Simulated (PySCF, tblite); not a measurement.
# C₂H₇OPSi: dynamics, then NMR shifts on frames

How do NMR shifts of C₂H₇OPSi (`O=[P@@H]1C[C@@H]1[SiH3]`) change as the atoms move?

The runs use tblite 0.8.0 and PySCF 2.14.0, with density-fitted response routines of our own; the level of theory stands in each step. All values are computed, except where a source is named. Atoms are numbered from 0 throughout.

### 1 Starting geometry

12 atoms, charge 0, multiplicity 1; geometry from: GFN2-xTB.

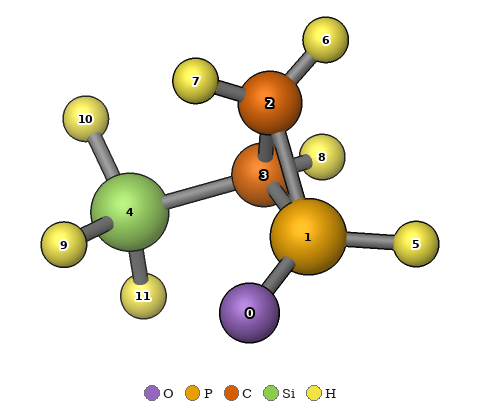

As it starts; oxygen purple, phosphorus amber, carbon orange, silicon green, hydrogen yellow, atoms numbered.

### 2 Dynamics with GFN2-xTB

The job: settings as JSON, then the geometry in Å.

```
{"job": {"kind": "md", "xc": "GFN2-xTB", "basis": "xTB", "temperature": 400, "steps": 2000, "every": 50, "frames": 5}, "charge": 0, "multiplicity": 1}
O      0.269673     2.142592     1.163940
P     -0.733188     1.145609     0.781454
C     -0.592581    -0.614793     1.107780
C     -0.484352    -0.188883    -0.393570
Si     1.210923    -0.304705    -1.210839
H     -2.059494     1.528031     0.826856
H     -1.442317    -1.225670     1.373818
H      0.332480    -0.939926     1.566736
H     -1.338148    -0.481990    -0.989973
H      2.233687     0.259324    -0.338168
H      1.472979    -1.731205    -1.429991
H      1.131536     0.410931    -2.484069
```

Method: GFN2-xTB Langevin dynamics, gas phase.

On the command line:

```console
$ OMP_NUM_THREADS=1 python probes_run.py task.json out
```

One launch serves the whole session: the jobs run in the order shown.

The log of the run:

```text
t/fs     T/K      E/eV
    0.0   348.7   -439.59312
   25.0   163.4   -439.21855
   50.0   302.8   -439.31218
   75.0   361.5   -439.36982
  100.0   280.3   -439.30211
  125.0   262.3   -439.29717
  150.0   204.4   -439.22137
  175.0   272.1   -439.12385
  200.0   339.8   -439.15221
  225.0   497.8   -439.21360
  250.0   317.0   -439.07293
  275.0   336.9   -439.13297
  300.0   292.2   -439.01975
  325.0   365.2   -439.22736
  350.0   297.6   -439.24556
  375.0   323.3   -439.15076
  400.0   325.1   -439.06017
  425.0   408.4   -439.02869
  450.0   553.2   -438.89805
  475.0   400.1   -438.62343
  500.0   459.7   -439.02447
  525.0   390.1   -439.01320
  550.0   315.9   -439.19963
  575.0   350.7   -439.21320
  600.0   459.5   -439.26493
  625.0   346.6   -439.09430
  650.0   379.7   -439.16425
  675.0   297.7   -439.07566
  700.0   331.6   -439.17380
  725.0   274.4   -439.17308
  750.0   238.2   -439.16872
  775.0   272.0   -439.29645
  800.0   256.9   -439.18450
  825.0   434.8   -439.36859
  850.0   220.2   -439.14019
  875.0   304.2   -439.19121
  900.0   223.9   -439.11107
  925.0   313.0   -439.20078
  950.0   351.1   -439.14414
  975.0   457.9   -439.06637
 1000.0   284.8   -438.81278
```

Run time: 10 s. Hardware: 1 thread of Intel Xeon Platinum 8488C, shared host; peak memory 0.18 GiB.

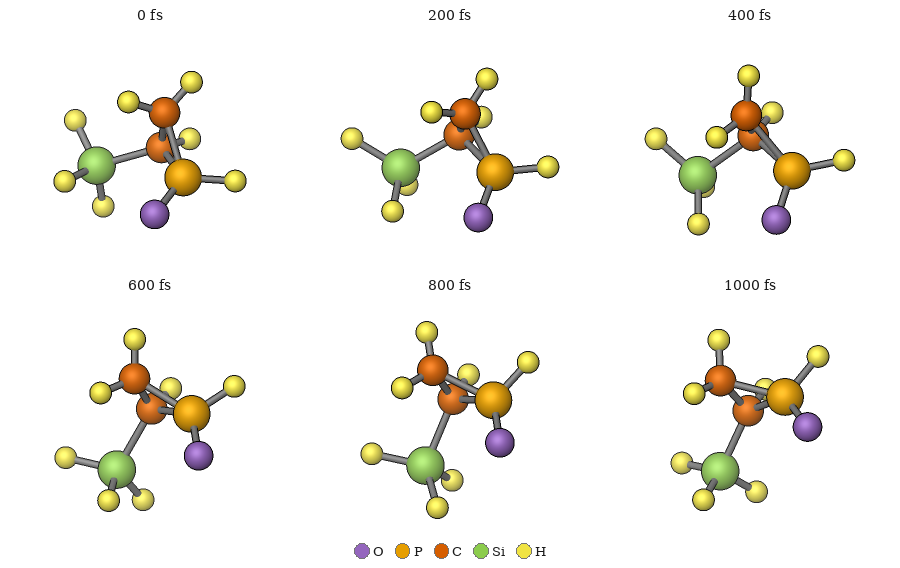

Frames of the run.

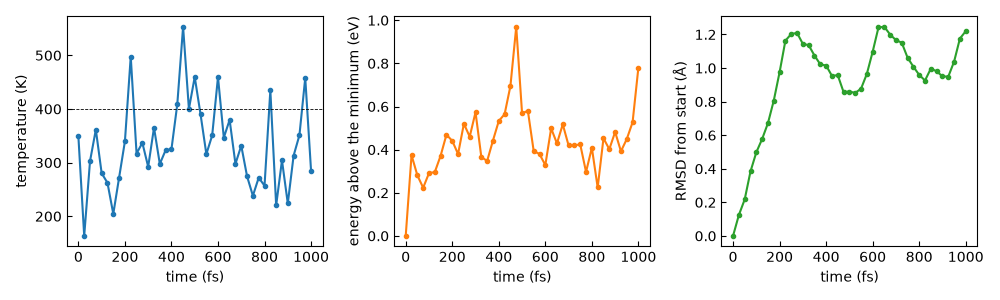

Temperature, potential energy and distance from the start.

Positions (Å) and forces (eV/Å) at 1000 fs:

```xyz
12

O    -1.538    1.359    2.741    0.622   -0.474   -0.677
P    -1.225    0.147    1.945   -2.635    0.565    2.040
C     0.327   -0.709    1.719   -0.753   -1.966    1.664
C    -0.360   -0.168    0.468   -0.308   -0.130   -1.597
Si    0.604    0.996   -0.563    0.285    0.287   -0.311
H    -2.321   -0.799    1.924    0.894    0.606    0.068
H     0.144   -1.796    1.819    0.908    0.513    0.115
H     1.154   -0.287    2.307   -0.150   -0.180   -1.042
H    -0.998   -0.867   -0.112    0.995    0.003    0.318
H     1.444    0.270   -1.459    0.885   -0.624   -0.188
H    -0.330    1.422   -1.526   -1.057    0.902   -0.767
H     1.296    1.964    0.219    0.315    0.496    0.379
```

### 3 Nuclear shieldings: 250 fs, PBE0/pcSseg-1

The job: settings as JSON, then the geometry in Å.

```
{"job": {"kind": "nmr", "xc": "PBE0", "basis": "pcSseg-1", "pop": false}, "charge": 0, "multiplicity": 1}
O     -0.708500     2.793900     1.129800
P     -1.406400     1.488100     1.043800
C     -0.778000    -0.044600     1.849500
C     -0.665400     0.005800     0.287600
Si     0.968700     0.223300    -0.657500
H     -2.774700     1.456500     1.211900
H     -1.664900    -0.665400     2.154800
H     -0.038200    -0.095300     2.576100
H     -1.284000    -0.730600    -0.157800
H      1.356500    -1.095700    -0.820800
H      0.361800     0.676000    -1.986800
H      2.069900     1.059600    -0.238200
```

With the program's defaults for keys left out, this is: GIAO PBE0/pcSseg-1 NMR shielding, non-relativistic, gas phase.

The log of the run:

```text
coarse grid: 10848 points
cycle   1  E = -785.7591134614  dE =  7.195e-01  |g| = 8.900e-01  |ddm| = 3.241e+00
cycle   2  E = -784.9837356121  dE =  7.754e-01  |g| = 2.082e+00  |ddm| = 3.399e+00
cycle   3  E = -785.9030925660  dE = -9.194e-01  |g| = 2.364e-01  |ddm| = 2.881e+00
cycle   4  E = -785.9135719780  dE = -1.048e-02  |g| = 1.328e-01  |ddm| = 3.703e-01
cycle   5  E = -785.9181829565  dE = -4.611e-03  |g| = 1.323e-02  |ddm| = 1.270e-01
cycle   6  E = -785.9182234514  dE = -4.049e-05  |g| = 4.605e-03  |ddm| = 1.957e-02
cycle   7  E = -785.9182284277  dE = -4.976e-06  |g| = 1.410e-03  |ddm| = 5.743e-03
final grid: 95080 points
cycle   8  E = -785.9590223513  dE = -5.749e-06  |g| = 1.057e-02  |ddm| = 1.948e-02
cycle   9  E = -785.9589551634  dE =  6.719e-05  |g| = 2.059e-02  |ddm| = 2.788e-02
cycle  10  E = -785.9590459205  dE = -9.076e-05  |g| = 1.882e-03  |ddm| = 1.993e-02
cycle  11  E = -785.9590466339  dE = -7.134e-07  |g| = 2.347e-04  |ddm| = 1.695e-03
cycle  12  E = -785.9590466504  dE = -1.653e-08  |g| = 4.302e-05  |ddm| = 3.653e-04
cycle  13  E = -785.9590466508  dE = -3.897e-10  |g| = 2.084e-05  |ddm| = 6.037e-05
converged SCF energy = -785.9590466508

GIAO shielding tensors (ppm)
atom      isotropic    diamagn.    paramagn.     s11        s22        s33       span
  0 O      315.594     392.987     -77.393    158.062    266.420    522.299    364.238
  1 P      423.383     964.634    -541.250    248.757    277.219    744.174    495.416
  2 C      173.518     254.690     -81.172    144.314    168.187    208.052     63.738
  3 C      174.311     258.026     -83.715    144.457    169.745    208.730     64.273
  4 Si     427.361     880.668    -453.308    389.153    427.279    465.651     76.498
  5 H       24.688      27.752      -3.064     18.787     22.147     33.129     14.343
  6 H       30.687      29.512       1.175     24.815     27.091     40.154     15.340
  7 H       30.909      31.959      -1.051     26.455     28.639     37.632     11.178
  8 H       31.227      34.002      -2.774     24.428     28.751     40.503     16.075
  9 H       28.456      31.251      -2.795     24.636     26.329     34.402      9.766
 10 H       26.726      28.755      -2.030     22.795     25.111     32.271      9.476
 11 H       27.691      29.532      -1.841     24.357     26.037     32.679      8.322
```

Run time: 9.8 s. Hardware: 1 thread of Intel Xeon Platinum 8488C, shared host; peak memory 0.65 GiB.

The references, computed at this level on geometries of the same kind, shield at (ppm): 1H TMS 31.72, 13C TMS 186.9, 29Si TMS 349.2, 17O H2O 336.1, 31P H3PO4 318.4. Their shielding less the atom's gives the shift. The references are single molecules in the gas phase, so shifts against H2O, NH3, PH3, H3PO4 or CFCl3 are not on the usual liquid scales and can be off by tens of ppm. Each atom is listed at this fixed geometry, with no averaging over motion; a spectrum would average atoms that exchange fast.

| atoms | environment | σ (ppm) | δ (ppm) |
| --- | --- | --- | --- |
| C2 | three-membered-ring carbon | 173.5 | 13.4 |
| C3 | three-membered-ring carbon | 174.3 | 12.6 |
| H5 | hydrogen on a phosphorus bonded to 2 C, O, in a 3-membered ring | 24.69 | 7.03 |
| H10 | hydrogen on a silicon bonded to C | 26.73 | 4.99 |
| H11 | hydrogen on a silicon bonded to C | 27.69 | 4.03 |
| H9 | hydrogen on a silicon bonded to C | 28.46 | 3.26 |
| H6 | hydrogen on a three-membered-ring carbon | 30.69 | 1.03 |
| H7 | hydrogen on a three-membered-ring carbon | 30.91 | 0.81 |
| H8 | hydrogen on a three-membered-ring carbon | 31.23 | 0.49 |
| O0 | P=O oxygen | 315.6 | 20.5 |
| P1 | phosphorus bonded to 2 C, O, H, in a 3-membered ring | 423.4 | -105.0 |
| Si4 | silicon bonded to C, 3 H | 427.4 | -78.2 |

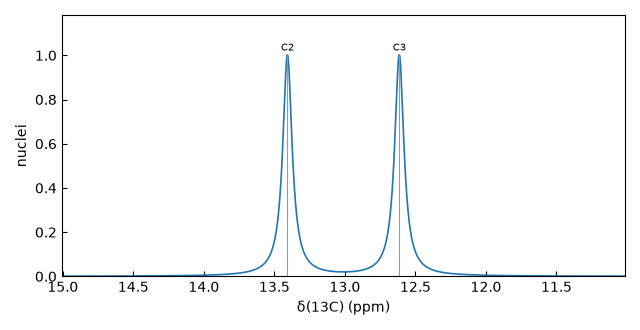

13C lines at the computed shifts, without couplings. Lines are broadened to a width of 0.08 ppm (Lorentzian).

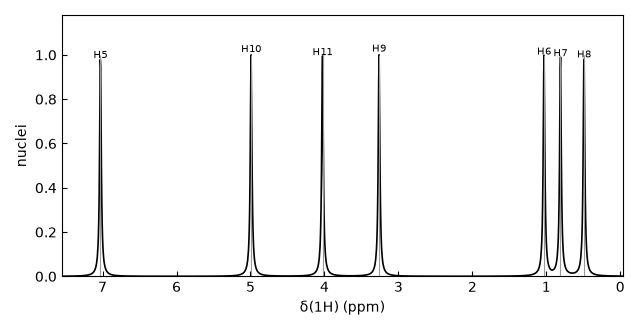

1H lines at the computed shifts, without couplings. Lines are broadened to a width of 0.03 ppm (Lorentzian).

Ring of atoms P1, C2, C3: NICS(0) -23.9, NICS(1) -6.7, NICS(1)zz -11.8 ppm (means of both faces; NICS(1) differs between them: -8.8 and -4.6).

The two faces differ (NICS(1)zz -16.0 and -7.6 ppm).

In rings of three or four atoms NICS is ruled by the nearby σ bonds, so it says little on aromaticity.

### 4 Nuclear shieldings: 425 fs, PBE0/pcSseg-1

The job: settings as JSON, then the geometry in Å.

```
{"job": {"kind": "nmr", "xc": "PBE0", "basis": "pcSseg-1", "pop": false}, "charge": 0, "multiplicity": 1}
O     -0.883100     2.542800     1.688700
P     -1.525500     1.259300     1.520100
C     -0.660200    -0.112900     2.120000
C     -0.866500    -0.012400     0.510100
Si     0.593200     0.469700    -0.521600
H     -2.923000     1.049400     1.738000
H     -1.368500    -0.878600     2.380800
H      0.260900    -0.069200     2.710800
H     -1.546500    -0.803500     0.085000
H      1.692800    -0.434500    -0.221600
H      0.075800     0.321200    -1.880600
H      1.137200     1.757900    -0.393100
```

Method: GIAO PBE0/pcSseg-1 NMR shielding, non-relativistic, gas phase.

The log of the run:

```text
coarse grid: 10848 points
cycle   1  E = -785.7585919911  dE =  8.995e-01  |g| = 8.954e-01  |ddm| = 3.248e+00
cycle   2  E = -785.0701955581  dE =  6.884e-01  |g| = 1.994e+00  |ddm| = 3.369e+00
cycle   3  E = -785.9075727640  dE = -8.374e-01  |g| = 2.019e-01  |ddm| = 2.820e+00
cycle   4  E = -785.9145052008  dE = -6.932e-03  |g| = 1.177e-01  |ddm| = 3.038e-01
cycle   5  E = -785.9180296341  dE = -3.524e-03  |g| = 1.290e-02  |ddm| = 1.110e-01
cycle   6  E = -785.9180652591  dE = -3.562e-05  |g| = 5.153e-03  |ddm| = 1.713e-02
cycle   7  E = -785.9180714810  dE = -6.222e-06  |g| = 1.482e-03  |ddm| = 5.757e-03
final grid: 95080 points
cycle   8  E = -785.9583866896  dE = -5.461e-06  |g| = 1.042e-02  |ddm| = 1.925e-02
cycle   9  E = -785.9583371449  dE =  4.954e-05  |g| = 1.871e-02  |ddm| = 2.557e-02
cycle  10  E = -785.9584088097  dE = -7.166e-05  |g| = 1.909e-03  |ddm| = 1.773e-02
cycle  11  E = -785.9584095468  dE = -7.371e-07  |g| = 1.993e-04  |ddm| = 1.788e-03
cycle  12  E = -785.9584095575  dE = -1.072e-08  |g| = 5.125e-05  |ddm| = 2.921e-04
cycle  13  E = -785.9584095581  dE = -5.768e-10  |g| = 1.465e-05  |ddm| = 6.556e-05
converged SCF energy = -785.9584095581

GIAO shielding tensors (ppm)
atom      isotropic    diamagn.    paramagn.     s11        s22        s33       span
  0 O      276.089     392.130    -116.041    147.845    236.682    443.741    295.896
  1 P      399.516     965.672    -566.156    260.724    298.326    639.498    378.774
  2 C      178.351     255.453     -77.102    156.238    172.393    206.421     50.183
  3 C      180.953     259.806     -78.853    157.668    163.111    222.081     64.413
  4 Si     430.243     881.761    -451.518    381.904    425.719    483.108    101.204
  5 H       24.157      26.812      -2.655     18.855     21.989     31.627     12.771
  6 H       31.330      30.670       0.660     24.421     28.227     41.343     16.922
  7 H       29.844      30.053      -0.209     25.533     27.267     36.732     11.199
  8 H       29.988      32.377      -2.388     23.108     27.059     39.798     16.689
  9 H       27.725      30.687      -2.962     23.772     25.858     33.544      9.772
 10 H       27.571      30.185      -2.614     23.751     25.358     33.605      9.854
 11 H       28.127      31.075      -2.948     24.082     27.541     32.758      8.675
```

Run time: 9.5 s. Hardware: 1 thread of Intel Xeon Platinum 8488C, shared host; peak memory 0.7 GiB.

In short: δ C2 8.6, C3 6.0, O0 60.0, P1 -81.1, H5 7.56, H10 4.15 ppm.

(Part 1 of 2 ends here.)
